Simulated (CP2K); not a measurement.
# C3H2FN (SMILES C=C(F)C#N) at 3 levels

Aim: a comparison of 3 runs (GFN2-xTB, PDG, GFN1-xTB) of C3H2FN. 

The calculation is run with CP2K 2026.2.

3 further runs of the same task are left out: 2 that didn't finish, 1 set aside as unsound or not needed.

**1. Starting point**

C3H2FN has 7 atoms, charge 0, and is taken as a singlet. SMILES: `C=C(F)C#N`. The shape is that of a GFN2-xTB optimisation.

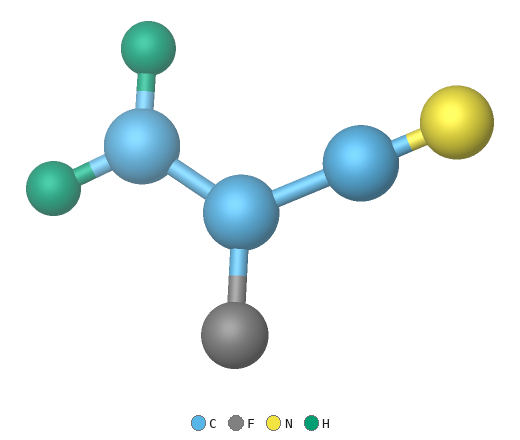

The structure, seen from a chosen angle (carbon blue, fluorine grey, nitrogen yellow, hydrogen teal).

**2. Energy and gradient at GFN2-xTB (run 1)**

Contents of molecule.inp:

```
&GLOBAL
 PROJECT molecule
 RUN_TYPE ENERGY_FORCE
 PRINT_LEVEL MEDIUM
&END GLOBAL

&FORCE_EVAL
 METHOD Quickstep
 &DFT
  # Quickstep
  &QS
   METHOD XTB
   EPS_DEFAULT 1.0E-10
   &XTB
    GFN_TYPE TBLITE
    &TBLITE
     METHOD GFN2
    &END TBLITE
    CHECK_ATOMIC_CHARGES F
   &END XTB
  &END QS
  &POISSON
   PERIODIC NONE
   POISSON_SOLVER ANALYTIC
  &END POISSON
  &SCF
   SCF_GUESS ATOMIC
   EPS_SCF 1.0E-08
   MAX_SCF 150
   ADDED_MOS 2
   &DIAGONALIZATION
    ALGORITHM STANDARD
   &END DIAGONALIZATION
   &MIXING
    METHOD DIRECT_P_MIXING
    ALPHA 0.4
   &END MIXING
   &SMEAR ON
    METHOD FERMI_DIRAC
    ELECTRONIC_TEMPERATURE [K] 300
   &END SMEAR
  &END SCF
  # extra output
  &PRINT
   &MOMENTS
    PERIODIC F
    REFERENCE COM
    MAX_MOMENT 1
   &END MOMENTS
   &MO ON
    ENERGIES T
    OCCUPATION_NUMBERS T
    NDIGITS 6
    &EACH
     QS_SCF 0
    &END EACH
    ADD_LAST NUMERIC
   &END MO
   &HIRSHFELD OFF
   &END HIRSHFELD
  &END PRINT
 &END DFT
 # structure
 &SUBSYS
  &CELL
   ABC 15 15.1 14.3
   PERIODIC NONE
  &END CELL
  &COORD
   UNIT bohr
   C      1.5334750    -0.2560201     1.2760754
   C     -0.3222550    -0.6692843    -0.3586133
   F     -0.8948231    -3.0197634    -1.1430008
   C     -1.8505899     1.2685165    -1.4181828
   N     -3.0688963     2.8438866    -2.2619077
   H      1.9713245     1.6293219     1.8868159
   H      2.6317838    -1.7966760     2.0188133
  &END COORD
  &TOPOLOGY
   &CENTER_COORDINATES
   &END CENTER_COORDINATES
  &END TOPOLOGY
 &END SUBSYS
 &PRINT
  &FORCES ON
  &END FORCES
 &END PRINT
&END FORCE_EVAL
```

Started as:

```bash
$ OMP_NUM_THREADS=1 cp2k.psmp molecule.inp > molecule.out
```

Output:

```text
CP2K| version string:                                       CP2K version 2026.2
[...]
 GLOBAL| Method name                                                        CP2K
[...]
 GLOBAL| Run type                                                   ENERGY_FORCE
[...]
                             - Atoms:                                          7
[...]
                             - Spherical basis functions:                     22
[...]
 Number of electrons:                                                         26
[...]
  *** SCF run converged in    17 steps ***
[...]
  Fermi energy:                                                -0.33421827905283
[...]
 TB_DIPOLE| Moment [Debye]          1.76821344       0.29641070       1.54678373
 TB_DIPOLE| Derivative [a.u.]       0.00000000       0.00000000       0.00000000
[...]
 ENERGY| Total FORCE_EVAL ( QS ) energy [hartree]            -15.011523221969430
 FORCES| Atomic forces [hartree/bohr]
 FORCES|   Atom     x               y               z               |f|
 FORCES|      1 -4.63234463E-05  7.25409950E-05 -2.60253195E-05   8.99187127E-05
 FORCES|      2 -2.77914338E-05  5.99419027E-05  2.32158009E-05   7.00311995E-05
 FORCES|      3  1.57964395E-05  5.12147593E-06  1.86873539E-05   2.49994842E-05
 FORCES|      4  8.97015651E-06 -2.10994813E-04 -1.10953163E-04   2.38557916E-04
 FORCES|      5  4.03366512E-05  8.56064468E-05  9.30180515E-05   1.32694638E-04
 FORCES|      6  1.70282075E-05  4.83606139E-05  2.48055397E-05   5.69563308E-05
 FORCES|      7 -8.01657454E-06 -6.05766217E-05 -2.27482633E-05   6.52018102E-05
 FORCES| Sum     1.14525631E-16 -2.87977650E-16 -2.77487994E-17
 FORCES| Total atomic force                                       3.11154692E-16
[...]
```

It took 0.22 s on 1 thread of Arm Neoverse V2, shared host.

**3. A single-point energy at PDG (run 2)**

Contents of calc.inp:

```
&GLOBAL
  PROJECT calc
  RUN_TYPE ENERGY
  PRINT_LEVEL MEDIUM
&END

&FORCE_EVAL
  METHOD Quickstep
  &DFT
    &QS
      METHOD PDG
      EPS_DEFAULT 1.0E-10
      &SE
        &COULOMB
          CUTOFF [angstrom] 50
          RC_RANGE [angstrom] 0
        &END
        &EXCHANGE
          CUTOFF [angstrom] 50
          RC_RANGE [angstrom] 0
        &END
      &END
    &END
    &POISSON
      PERIODIC NONE
      POISSON_SOLVER ANALYTIC
    &END
    ! self-consistent field
    &SCF
      SCF_GUESS ATOMIC
      EPS_SCF 1.0E-07
      MAX_SCF 40
      &OT
        MINIMIZER DIIS
        PRECONDITIONER FULL_SINGLE_INVERSE
      &END
      &OUTER_SCF
        EPS_SCF 1.0E-07
        MAX_SCF 8
      &END
    &END
    &PRINT
      &MOMENTS
        PERIODIC F
        REFERENCE COM
        MAX_MOMENT 1
      &END
      &MO_CUBES
        NLUMO 3
        NHOMO -1
        WRITE_CUBE F
      &END
      &HIRSHFELD OFF
      &END
    &END
  &END
  ! structure
  &SUBSYS
    &CELL
      ABC 15 15.1 14.3
      PERIODIC NONE
    &END
    &COORD
      C      0.811480    -0.135480     0.675270
      C     -0.170530    -0.354170    -0.189770
      F     -0.473520    -1.597990    -0.604850
      C     -0.979290     0.671270    -0.750470
      N     -1.623990     1.504920    -1.196950
      H      1.043180     0.862200     0.998460
      H      1.392680    -0.950760     1.068310
    &END
    &TOPOLOGY
      &CENTER_COORDINATES
      &END
    &END
  &END
&END
```

Started as:

```bash
$ OMP_NUM_THREADS=1 cp2k.psmp -i calc.inp > calc.out 2>&1
```

Output:

```text
CP2K| version string:                                       CP2K version 2026.2
[...]
 GLOBAL| Method name                                                        CP2K
[...]
 GLOBAL| Run type                                                         ENERGY
[...]
                             - Atoms:                                          7
[...]
                             - Spherical basis functions:                     22
[...]
 Number of electrons:                                                         26
[...]
     1 OT DIIS     0.80E-01    0.0     0.34037630       -32.0090365718 -3.20E+01
[...]
    15 OT DIIS     0.80E-01    0.0     0.00000008       -36.6659787279 -5.90E-13
  *** SCF run converged in    15 steps ***
  Core-core repulsion energy [eV]:                           1642.76333766501739
  Core Hamiltonian energy [eV]:                             -1621.01693513740270
  Two-electron integral energy [eV]:                        -2038.95684833773043
  Electronic energy [eV]:                                   -2640.49535930626826
  Total energy [eV]:                                         -997.73202164125064
  Atomic reference energy [eV]:                               999.86867357415463
  Heat of formation [kcal/mol]:                                49.27236800269136
[...]
 SE_DIPOLE| Moment [Debye]         -2.08992914       0.77011825      -1.68715376
 SE_DIPOLE| Derivative [a.u.]       0.00000000       0.00000000       0.00000000
 *** WARNING in qs_scf_post_se.F:140 :: Printing of MO cube files not ***
 *** implemented for Semi-Empirical method.                           ***
 ENERGY| Total FORCE_EVAL ( QS ) energy [hartree]            -36.665978727901326
[...]
```

It took 0.5 s on 1 thread of Arm Neoverse V2, shared host.

**4. Energy and gradient at GFN1-xTB (run 3)**

Contents of run.inp:

```
&force_eval
    method QUICKSTEP
    &dft
        &qs
            method XTB
            eps_default 1.0E-10
            &xtb
                gfn_type 1
                check_atomic_charges F
            &end xtb
        &end qs
        &poisson
            periodic NONE
            poisson_solver ANALYTIC
        &end poisson
        &scf
            scf_guess ATOMIC
            eps_scf 1.0E-06
            max_scf 80
            added_mos 8
            &diagonalization
                algorithm STANDARD
            &end diagonalization
            &mixing
                method BROYDEN_MIXING
                alpha 0.4
                nbuffer 8
            &end mixing
        &end scf
        &print
            &moments
                periodic F
                reference COM
                max_moment 1
            &end moments
            &mo ON
                energies T
                occupation_numbers T
                ndigits 6
                &each
                    qs_scf 0
                &end each
                add_last NUMERIC
            &end mo
            &hirshfeld OFF
            &end hirshfeld
        &end print
    &end dft
    &subsys
        &cell
            abc 19 19.1 18.3
            periodic NONE
        &end cell
        &coord
            C     10.427135     9.461055     9.889590
            C      9.445125     9.242365     9.024550
            F      9.142135     7.998545     8.609470
            C      8.636365    10.267805     8.463850
            N      7.991665    11.101455     8.017370
            H     10.658835    10.458735    10.212780
            H     11.008335     8.645775    10.282630
        &end coord
    &end subsys
    &print
        &forces ON
        &end forces
    &end print
&end force_eval
&global
    project_name run
    run_type ENERGY_FORCE
    print_level MEDIUM
&end global
```

Started as:

```bash
$ OMP_NUM_THREADS=1 cp2k.psmp -i run.inp > run.out 2>&1
```

Output:

```text
CP2K| version string:                                       CP2K version 2026.2
[...]
 GLOBAL| Method name                                                        CP2K
[...]
 GLOBAL| Run type                                                   ENERGY_FORCE
[...]
                             - Atoms:                                          7
[...]
                             - Spherical basis functions:                     24
[...]
 Number of electrons:                                                         26
[...]
     1 NoMix/Diag. 0.40E+00    0.0     1.00884697       -15.4744589603 -1.55E+01
[...]
    66 Broy./Diag. 0.40E+00    0.0     0.00000059       -15.6762127464  3.36E-07
  *** SCF run converged in    66 steps ***
[...]
 TB_DIPOLE| Moment [Debye]          1.77043669       0.22440564       1.54019922
 TB_DIPOLE| Derivative [a.u.]       0.00000000       0.00000000       0.00000000
[...]
 ENERGY| Total FORCE_EVAL ( QS ) energy [hartree]            -15.676212725124175
 FORCES| Atomic forces [hartree/bohr]
 FORCES|   Atom     x               y               z               |f|
 FORCES|      1 -2.89816415E-03 -4.68479443E-03 -3.05854445E-03   6.30090060E-03
 FORCES|      2  1.45652625E-03 -6.03898082E-03  5.18958999E-04   6.23378509E-03
 FORCES|      3  2.58849781E-03  8.86818295E-03  3.32960025E-03   9.81994030E-03
 FORCES|      4  3.36320759E-03 -1.01375077E-02  1.52439098E-03   1.07890684E-02
 FORCES|      5 -7.56914030E-03  1.10703571E-02 -5.03611687E-03   1.43250537E-02
 FORCES|      6  9.86054776E-04  2.22361769E-03  1.12509510E-03   2.68004079E-03
 FORCES|      7  2.07301802E-03 -1.30087476E-03  1.59661599E-03   2.92213304E-03
 FORCES| Sum     6.93889390E-17 -5.71374545E-16  4.42354486E-16
 FORCES| Total atomic force                                       7.25920923E-16
[...]
```

It took 0.3 s on 1 thread of Arm Neoverse V2, shared host.

**5. The series**

```csv
run,level,task,SCF convergence threshold,energy (Eh),dipole moment (D),HOMO energy (eV),LUMO energy (eV),wall time
1,GFN2-xTB,gradient,1e-08,-15.011523,2.37,-12.32,-8.20,0.22 s
2,PDG,energy,1e-07,-36.665979,2.79,–,–,0.5 s
3,GFN1-xTB,gradient,1e-06,-15.676213,2.36,-12.80,-8.59,0.3 s
```

**6. What came out**

```
                                        quantity         value
                             run 3: total energy  -15.67621 Eh
run 3: dipole moment (from atomic charges alone)        2.36 D
                              run 3: HOMO energy     -12.80 eV
                              run 3: LUMO energy      -8.59 eV
                            run 3: HOMO–LUMO gap       4.21 eV
                        run 3: dispersion energy  -4.86 kJ/mol
                 run 3: largest force on an atom    0.737 eV/Å
```

**Reading.** The dipole moment (its size) runs from 2.36 D (GFN1-xTB) to 2.79 D (PDG). Some of these are taken from atomic charges alone. Force-field and semi-empirical energies have zeros of their own, so their totals don't compare. All runs together took 1 s, the longest 0.5 s.
